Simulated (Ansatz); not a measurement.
# CH4Si (SMILES C[SiH]) at BHLYP/def2-TZVP

Aim: the energy change on altering one bond length of CH4Si at BHLYP/def2-TZVP, from 2 runs. 

The results are computed with Ansatz 0.2.0.

44 further runs of the same task are left out: 44 set aside as unsound or not needed.

## (1) The molecule

CH4Si: 6 atoms, total charge 0, spin state singlet. As SMILES, `C[SiH]`. Geometry: relaxed at PBE0-D4/def2-TZVP.

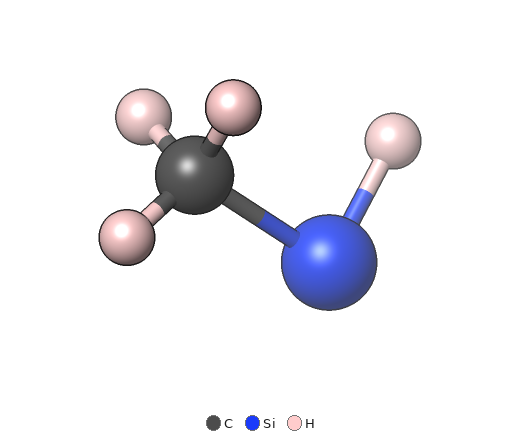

The structure, seen from a chosen angle (carbon dark grey, silicon blue, hydrogen pink).

## (2) A single-point energy at BHLYP/def2-TZVP

The input, molecule.yaml:

```yaml
crystal:
  periodic: [false, false, false]
  atoms:
    - {symbol: C, position_ang: [-0.093500, -0.366000, -0.370300]}
    - {symbol: Si, position_ang: [0.917300, 0.209800, 1.122300]}
    - {symbol: H, position_ang: [-1.156900, -0.410100, -0.102200]}
    - {symbol: H, position_ang: [0.215000, -1.335600, -0.763000]}
    - {symbol: H, position_ang: [-0.024000, 0.382000, -1.170800]}
    - {symbol: H, position_ang: [0.142200, 1.520000, 1.284000]}
basis:
  gaussian: {orbitals: def2-TZVP}
hamiltonian: {xc: {name: BHLYP}}
accuracy: high
output: {orbitals: {seedname: orbitals}}
```

The run is started by

```bash
$ ansatz run molecule.yaml --threads 1 --pin off --max-ram 3480MiB --events-out events.jsonl --progress --plain --runs-dir runs
```

The program printed:

```text
Warning: RAYON_NUM_THREADS=1 ignored (pool sized by the plan → 1); use --threads N
Functional definition: BHLYP
  name "BHLYP"
  parameter a = 0.5
  exchange = (1 - a)*b88_x + a*exact_x
  correlation = lyp_c
1657 factors; integrals over basis functions are off by at most 3.7e-9 eV
mean field evaluation 1: about -8973.9071 eV, gradient 4.2e1 eV
mean field evaluation 2: about -8974.3184 eV, gradient 3.7e1 eV
mean field evaluation 4: about -8977.9191 eV, gradient 3.7e-1 eV
mean field evaluation 8: about -8977.9165 eV, gradient 1.7e-2 eV
mean field evaluation 16: about -8977.9165 eV, gradient 2.4e-6 eV
mean field -8977.91649994 eV, -329.9323459226 hartree, gradient 8.1e-8 eV, S^2 0.000000; 0 other end points of the search recorded, 0 dependent functions left out
reference -8977.91652350 eV, -329.9323467884 hartree; 12, 12 occupied and 80, 80 virtual orbitals, 1657 factors
Total energy: -8977.91652350 eV, -329.9323467884 hartree
```

Wall time 4.2 s (1 thread of Arm Neoverse V2, shared host); peak memory 0.22 GiB.

## (3) The distorted shape, same level

The input, input.yaml:

```yaml
crystal:
  periodic: [false, false, false]
  atoms:
    - {symbol: C, position_ang: [1.182545, -0.313081, -0.692011]}
    - {symbol: Si, position_ang: [2.193345, 0.262719, 0.800589]}
    - {symbol: H, position_ang: [-1.156900, -0.410100, -0.102200]}
    - {symbol: H, position_ang: [1.491045, -1.282681, -1.084711]}
    - {symbol: H, position_ang: [1.252045, 0.434919, -1.492511]}
    - {symbol: H, position_ang: [1.418245, 1.572919, 0.962289]}
basis:
  gaussian: {orbitals: def2-TZVP}
magnetization: {spin_polarized: false, initial_magnetization: 0}
hamiltonian: {xc: {name: BHLYP}}
accuracy: high
output: {orbitals: {seedname: orbitals}}
```

The run is started by

```bash
$ ansatz run input.yaml --threads 1 --pin off --max-ram 3480MiB --events-out events.jsonl --progress --plain --runs-dir runs
```

The program printed:

```text
Warning: RAYON_NUM_THREADS=1 ignored (pool sized by the plan → 1); use --threads N
[... 5 set-up lines as earlier in the session ...]
1662 factors; integrals over basis functions are off by at most 3.6e-9 eV
mean field evaluation 1: about -8965.6000 eV, gradient 4.7e1 eV
mean field evaluation 2: about -8958.8294 eV, gradient 6.0e1 eV
mean field evaluation 4: about -8972.9713 eV, gradient 3.1e0 eV
mean field evaluation 8: about -8973.0141 eV, gradient 2.7e-1 eV
mean field evaluation 16: about -8973.0144 eV, gradient 7.4e-5 eV
mean field -8973.01440982 eV, -329.7521974332 hartree, gradient 8.1e-8 eV, S^2 0.000000; 0 other end points of the search recorded, 0 dependent functions left out
reference -8973.01443505 eV, -329.7521983605 hartree; 12, 12 occupied and 80, 80 virtual orbitals, 1662 factors
Total energy: -8973.01443505 eV, -329.7521983605 hartree
```

It took 4.8 s on 1 thread of Arm Neoverse V2, shared host; peak memory 0.22 GiB.

## (4) What came out

At BHLYP/def2-TZVP:

| quantity | value |
| --- | --- |
| first shape: total energy | -329.93235 Eh |
| first shape: HOMO energy | -7.25 eV |
| first shape: LUMO energy | -1.57 eV |
| first shape: HOMO–LUMO gap | 5.68 eV |
| distorted shape: total energy | -329.75220 Eh |
| distorted shape: HOMO energy | -7.37 eV |
| distorted shape: LUMO energy | -3.03 eV |
| distorted shape: HOMO–LUMO gap | 4.33 eV |
| energy change with the C1–H3 bond stretched from 1.098 to 2.415 Å | 4.902 eV |

What this shows: With the C1–H3 bond stretched from 1.098 to 2.415 Å the energy rises by 4.90 eV (473 kJ/mol). The first shape isn't relaxed at this level, so the change isn't measured from a minimum. A restricted reference can't describe the breaking bond well at this length.
